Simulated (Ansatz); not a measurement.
# C$_{2}$H$_{8}$BGa (SMILES CB[CH2][GaH2]): what the fields show

The calculation's input:

```
crystal:
  periodic: [false, false, false]
  atoms:
    - {symbol: C, position_ang: [-0.033770, -1.648646, -0.836161]}
    - {symbol: C, position_ang: [0.866625, -0.775570, 1.600574]}
    - {symbol: B, position_ang: [-0.093583, -0.683368, 0.403854]}
    - {symbol: Ga, position_ang: [2.433144, 0.359923, 1.060256]}
    - {symbol: H, position_ang: [0.022944, -1.083006, -1.784067]}
    - {symbol: H, position_ang: [0.781171, -2.389586, -0.814434]}
    - {symbol: H, position_ang: [-0.993211, -2.198229, -0.894028]}
    - {symbol: H, position_ang: [-0.909705, 0.217718, 0.380302]}
    - {symbol: H, position_ang: [1.318764, -1.771150, 1.749447]}
    - {symbol: H, position_ang: [0.506940, -0.330918, 2.540253]}
    - {symbol: H, position_ang: [3.514752, -0.243653, 0.088466]}
    - {symbol: H, position_ang: [2.577804, 1.811555, 1.650351]}
basis:
  gaussian:
    orbitals: def2-TZVPD
hamiltonian:
  xc: pbe0
output: {forces: true, orbitals: {seedname: orbitals}}
```

Command:

```sh
ansatz run input.yaml --threads 2 --pin off --max-ram 4350MiB --events-out events.jsonl --progress --plain --runs-dir runs
```

Geometry: B3LYP-D3(BJ)/def2-SVP.

Level of theory: Ansatz, isolated molecule in a Gaussian basis; Kohn-Sham density functional theory, functional PBE0.

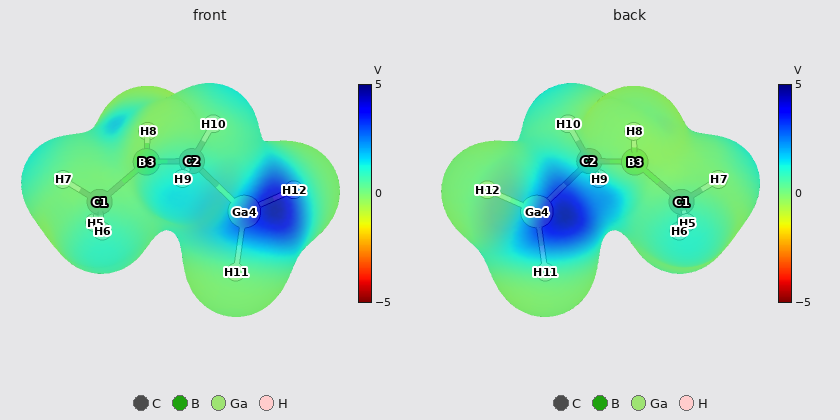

Figure 1. The molecular electrostatic potential painted on the density surface at 0.004 e/bohr³, seen from the front and from behind; the colour scale runs from red (negative) to blue (positive).

Q: Where is the surface potential most negative and most positive?

A: The most negative region (about −0.4 V) lies over H8, the most positive (about +4.4 V) over Ga4.

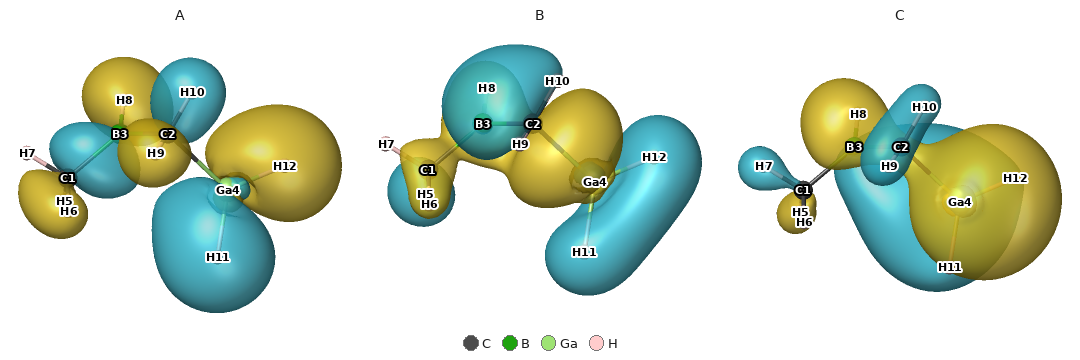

Figure 2. Three frontier orbitals at ±0.06 Å⁻³ᐟ² (yellow and cyan are the two phases), in no order.

Q: Which picture is the HOMO−1, the HOMO and the LUMO?

A: A is the HOMO−1 (−8.47 eV). By Hirshfeld shares it lies mainly on Ga4 (about 25 %), H12 (about 20 %), H11 (about 20 %), B3 (about 5 %) and C1 (about 5 %). B is the HOMO (−7.98 eV). It lies mainly on C2 (about 40 %), Ga4 (about 20 %), B3 (about 15 %) and H12 (about 5 %). C is the LUMO (−1.90 eV). It lies mainly on Ga4 (about 65 %), B3 (about 15 %) and C2 (about 5 %).

Q: What is the HOMO–LUMO gap?

A: 6.08 eV between the orbital energies.

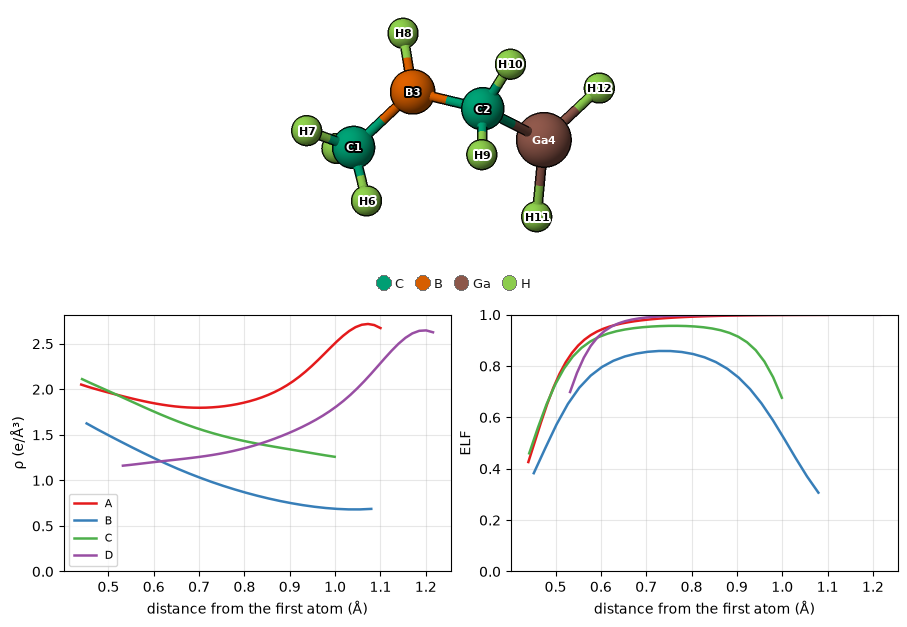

Figure 3. Electron density and ELF along straight lines between neighbouring atoms. The curves leave out the atomic cores. The structure is drawn too.

Q: Which curve belongs to which contact (B–H, C–B, C–Ga and C–H)? The first atom named is at distance zero.

A: Curve A: C–H (1.10 Å): the density is about 1.9 e/Å³ at the midpoint; the ELF climbs to about 1 towards the hydrogen, as it does in any bond to H: a covalent bond by its length. Curve B: C–Ga (2.01 Å): ρ is about 0.69 e/Å³ halfway; the ELF peaks at about 0.85 in the valence shell of C, 0.7 Å from its nucleus, and is about 0.50 at the midpoint. Curve C: C–B (1.54 Å): ρ is about 1.5 e/Å³ halfway; the ELF peaks at about 0.95 between the atoms (a covalent bond). Curve D: B–H (1.22 Å): ρ is about 1.2 e/Å³ halfway; the ELF climbs to about 1 towards the hydrogen (an ordinary covalent bond to hydrogen).

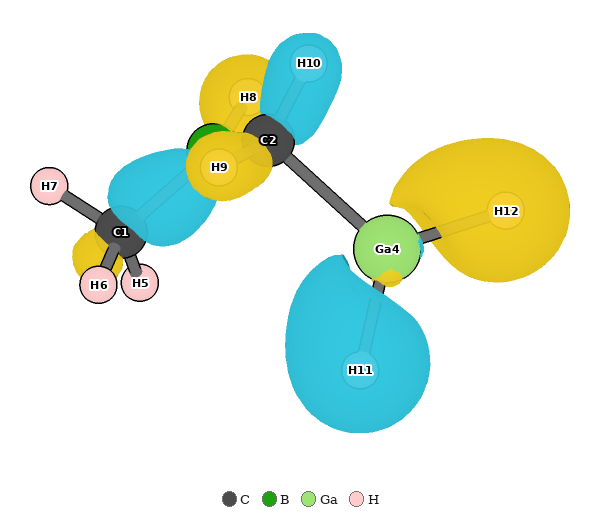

Figure 4. The HOMO−1 at ±0.15 Å⁻³ᐟ² (yellow and cyan are the two phases), seen at a tilt.

Q: Describe this orbital and give its energy.

A: It lies mainly on Ga4 (about 25 %), H12 (about 20 %), H11 (about 20 %), B3 (about 5 %) and C1 (about 5 %). Its energy is −8.47 eV.
